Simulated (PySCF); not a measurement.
**C₅H₅Al: a changed input and its effect**

System: C₅H₅Al.
Method of the first run: TDDFT wB97X/def2-SVPD, vertical, gas phase, core orbitals frozen in the response (PySCF 2.14.0).

The geometry comes from this level: GFN2-xTB. Text and figures count atoms from 1; the logs count them from 0 in places.

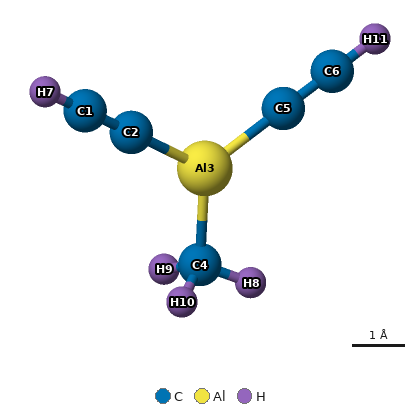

Fig. 1: The structure as given in the input (ball-and-stick view, seen at a tilt; atoms are numbered from 1 in the order of the input). Sticks mark near contacts. Bond lengths as drawn: Al–C 1.95 to 1.99 Å, C–C 1.21 Å and C–H 1.06 to 1.10 Å.

### Input file, the first run
```
{"job": {"kind": "uv", "xc": "wB97X", "basis": "def2-SVPD", "nstates": 25, "ntriplets": 0, "tda": false}, "charge": 0, "multiplicity": 1}
C      1.686046     2.608362     0.405487
C      1.038901     1.602158     0.214539
Al    -0.023242    -0.000046    -0.094449
C     -1.997139     0.116526    -0.292166
C      0.885234    -1.718896    -0.203395
C      1.449524    -2.788911    -0.266627
H      2.252178     3.483480     0.572872
H     -2.478014    -0.858646    -0.152599
H     -2.302894     0.475012    -1.281230
H     -2.446663     0.804789     0.432709
H      1.941492    -3.721157    -0.321185
```

The first line tells a small driver script what to run in PySCF; the rest is the geometry in Å.

Command:
```bash
OMP_NUM_THREADS=1 python <driver script> task.json out
```

Hardware: 1 CPU thread, shared host.

### Output (the first run)
```
coarse grid: 10160 points
cycle   1  E = -435.4634576864  dE =  4.040e-01  |g| = 4.045e-01  |ddm| = 7.152e+00
cycle   2  E = -435.4993447706  dE = -3.589e-02  |g| = 2.483e-01  |ddm| = 1.731e+00
cycle   3  E = -435.5140418802  dE = -1.470e-02  |g| = 8.332e-02  |ddm| = 5.247e-01
cycle   4  E = -435.5156829211  dE = -1.641e-03  |g| = 3.427e-02  |ddm| = 2.668e-01
cycle   5  E = -435.5160135779  dE = -3.307e-04  |g| = 3.218e-03  |ddm| = 1.148e-01
cycle   6  E = -435.5160182333  dE = -4.655e-06  |g| = 1.372e-03  |ddm| = 1.891e-02
final grid: 94792 points
cycle   7  E = -435.5885348371  dE = -5.181e-05  |g| = 3.251e-03  |ddm| = 1.070e-01
cycle   8  E = -435.5885370692  dE = -2.232e-06  |g| = 1.734e-03  |ddm| = 1.341e-02
cycle   9  E = -435.5885379061  dE = -8.369e-07  |g| = 2.891e-04  |ddm| = 3.373e-03
cycle  10  E = -435.5885379366  dE = -3.048e-08  |g| = 1.123e-04  |ddm| = 1.022e-03
cycle  11  E = -435.5885379408  dE = -4.195e-09  |g| = 3.910e-05  |ddm| = 3.141e-04
cycle  12  E = -435.5885379416  dE = -8.035e-10  |g| = 2.434e-05  |ddm| = 9.967e-05
converged SCF energy = -435.5885379416

Static polarisability (au): isotropic 79.868, principal 57.500 81.755 100.350

Singlet excitations
state   eV       nm        f      main configurations
  1   5.2801    234.8   0.00001   H-1->L 0.78
  2   5.3083    233.6   0.00068   H->L 0.77
  3   5.8108    213.4   0.04594   H-2->L 0.65, H-1->L+2 0.14
  4   5.9913    206.9   0.01022   H-3->L 0.59, H->L+2 0.11
  5   6.2346    198.9   0.00390   H-4->L 0.70
  6   6.4018    193.7   0.00000   H-2->L+2 0.59, H-3->L+3 0.12
  7   6.5179    190.2   0.00050   H-3->L+2 0.47, H-2->L+3 0.13, H-4->L 0.11
  8   7.6561    161.9   0.00066   H-5->L 0.76, H-7->L 0.09
  9   7.7384    160.2   0.55032   H-2->L 0.33, H-1->L+2 0.28
 10   7.7986    159.0   0.39791   H->L+1 0.33, H-3->L 0.24, H->L+2 0.10
 11   7.9090    156.8   0.03789   H->L+1 0.36, H->L+2 0.15, H-3->L 0.14
 12   7.9869    155.2   0.03329   H-1->L+1 0.58, H-1->L+2 0.11
 13   8.0894    153.3   0.00015   H-2->L+1 0.66, H-2->L+2 0.11
 14   8.2559    150.2   0.08196   H-3->L+1 0.27, H-1->L+4 0.14, H-1->L+3 0.10
 15   8.2731    149.9   0.12329   H-3->L+1 0.36, H-3->L+2 0.08
 16   8.3032    149.3   0.00153   H->L+4 0.17, H-1->L 0.15, H-1->L+10 0.11
 17   8.3242    148.9   0.00103   H-4->L+1 0.42, H->L+2 0.14
 18   8.7269    142.1   0.04783   H-4->L+2 0.32, H->L+2 0.15, H-1->L+6 0.09
 19   8.8087    140.8   0.01765   H->L+6 0.21, H-1->L+5 0.13, H-5->L+2 0.11
 20   8.9663    138.3   0.00016   H-1->L+5 0.42, H->L+3 0.17, H->L+4 0.10
 21   9.0402    137.1   0.00101   H-2->L+5 0.61, H-3->L+6 0.17
 22   9.0556    136.9   0.01127   H->L+5 0.27, H-4->L+1 0.15, H-1->L+6 0.14
 23   9.1197    136.0   0.02031   H-3->L+5 0.53, H-2->L+6 0.25
 24   9.2389    134.2   0.01020   H-7->L 0.79
 25   9.2892    133.5   0.02161   H-6->L 0.80
```

The input of the second run differs as follows (lines with − go, lines with + come):
```diff
-"xc": "wB97X"
-"basis": "def2-SVPD"
+"xc": "PBE"
+"basis": "def2-SVP"
```

How does the second run compare with the first run?

The total energies belong to different models, so their difference says nothing on which is more stable or more accurate. The HOMO goes from −10.51 to −6.71 eV. The LUMO goes from 0.25 to −2.37 eV. The dipole moment goes from 0.19 to 0.22 D. The lowest excitation goes from 5.28 to 4.38 eV. The strongest computed line goes from 7.74 to 7.61 eV. The functional changes from wB97X to PBE. The SCF takes 15 iterations against 12. The basis functions go from 164 to 113.

### Output (the second run)
```
coarse grid: 10160 points
cycle   1  E = -434.9922903825  dE =  3.503e-01  |g| = 7.338e-01  |ddm| = 3.887e+00
cycle   2  E = -434.7955269308  dE =  1.968e-01  |g| = 1.079e+00  |ddm| = 2.009e+00
cycle   3  E = -435.1228437933  dE = -3.273e-01  |g| = 3.088e-01  |ddm| = 1.313e+00
cycle   4  E = -435.1481237656  dE = -2.528e-02  |g| = 6.694e-02  |ddm| = 2.763e-01
cycle   5  E = -435.1491675920  dE = -1.044e-03  |g| = 2.910e-02  |ddm| = 7.828e-02
cycle   6  E = -435.1494161506  dE = -2.486e-04  |g| = 2.626e-03  |ddm| = 3.303e-02
cycle   7  E = -435.1494184668  dE = -2.316e-06  |g| = 7.769e-04  |ddm| = 5.047e-03
final grid: 94792 points
cycle   8  E = -435.2386523951  dE = -1.743e-05  |g| = 1.019e-02  |ddm| = 3.062e-02
cycle   9  E = -435.2386044484  dE =  4.795e-05  |g| = 1.657e-02  |ddm| = 2.621e-02
cycle  10  E = -435.2386726887  dE = -6.824e-05  |g| = 5.993e-03  |ddm| = 1.736e-02
cycle  11  E = -435.2386825008  dE = -9.812e-06  |g| = 7.631e-04  |ddm| = 4.917e-03
cycle  12  E = -435.2386826306  dE = -1.297e-07  |g| = 3.682e-04  |ddm| = 9.864e-04
cycle  13  E = -435.2386826586  dE = -2.803e-08  |g| = 2.032e-04  |ddm| = 4.259e-04
cycle  14  E = -435.2386826699  dE = -1.132e-08  |g| = 1.939e-05  |ddm| = 1.685e-04
cycle  15  E = -435.2386826700  dE = -1.278e-10  |g| = 3.059e-06  |ddm| = 3.528e-05
converged SCF energy = -435.2386826700

Static polarisability (au): isotropic 70.819, principal 42.108 71.159 99.190

Singlet excitations
state   eV       nm        f      main configurations
  1   4.3787    283.2   0.00028   H->L 0.73, H-1->L 0.27
  2   4.3861    282.7   0.00064   H-1->L 0.73, H->L 0.27
  3   4.8712    254.5   0.09195   H-2->L 0.92
  4   5.0455    245.7   0.02105   H-3->L 0.92
  5   5.1783    239.4   0.00269   H-4->L 0.99
  6   6.1202    202.6   0.00000   H-2->L+1 0.99
  7   6.2385    198.7   0.04080   H->L+1 0.66, H-1->L+1 0.14
  8   6.3101    196.5   0.08177   H-1->L+1 0.59, H->L+1 0.12, H->L+3 0.10
  9   6.3240    196.1   0.00006   H-3->L+1 0.98
 10   6.5591    189.0   0.00005   H-5->L 0.93
 11   6.7775    182.9   0.00246   H-4->L+1 0.52, H-1->L+2 0.16, H->L+3 0.11
 12   6.7963    182.4   0.00014   H-1->L+2 0.37, H->L+2 0.24, H->L+3 0.09
 13   6.8096    182.1   0.00033   H->L+2 0.50, H-1->L+2 0.29
 14   6.8274    181.6   0.00229   H-1->L+3 0.40, H-1->L+4 0.38, H->L+4 0.20
 15   6.9620    178.1   0.00029   H-2->L+3 0.53, H-2->L+4 0.34
 16   6.9677    177.9   0.02849   H->L+4 0.31, H-2->L+2 0.28, H-1->L+3 0.27
 17   7.0011    177.1   0.04106   H-2->L+2 0.23, H-2->L+4 0.19, H->L+3 0.16
 18   7.0113    176.8   0.01884   H-2->L+4 0.38, H-2->L+3 0.25, H-4->L+1 0.11
 19   7.0673    175.4   0.07560   H-3->L+2 0.40, H->L+3 0.19, H-1->L+4 0.15
 20   7.1723    172.9   0.01482   H-3->L+3 0.89
 21   7.1991    172.2   0.03296   H-3->L+4 0.96
 22   7.2657    170.6   0.05928   H-6->L 0.88
 23   7.2723    170.5   0.00054   H-7->L 0.95
 24   7.5595    164.0   0.00679   H-4->L+2 0.93
 25   7.6093    162.9   0.17282   H-4->L+3 0.45, H-4->L+4 0.25, H-3->L+2 0.13
```

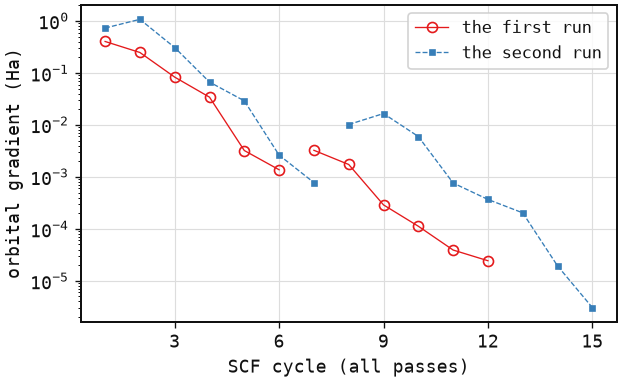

Fig. 2: Convergence of the two runs: orbital gradient against the SCF cycle. A break in a curve parts two SCF passes (coarse and final grid). The first run takes 12 cycles in all, and the second run takes 15.

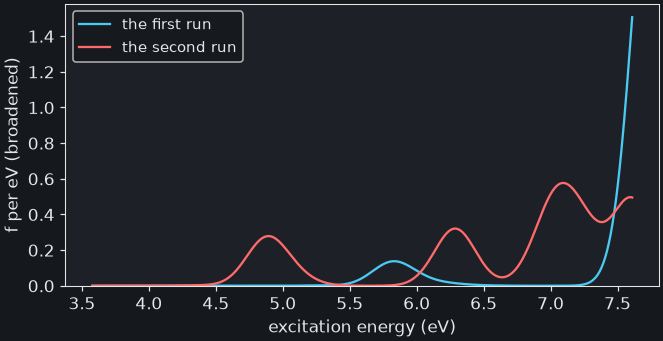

Fig. 3: Absorption of the two runs from their computed states, each broadened by a Gaussian of 0.35 eV full width; the range ends where the shorter list of states ends.

### The two runs side by side

```tsv
quantity	the first run	the second run
outcome	converged	converged
total energy (hartree)	−435.588538	−435.238683
HOMO (eV)	−10.51	−6.71
LUMO (eV)	0.25	−2.37
dipole moment (D)	0.19	0.22
lowest excitation (eV)	5.28	4.38
SCF iterations	12	15
strongest computed line (eV)	7.74	7.61
basis functions	164	113
wall time (shared host)	35 s	19 s
```
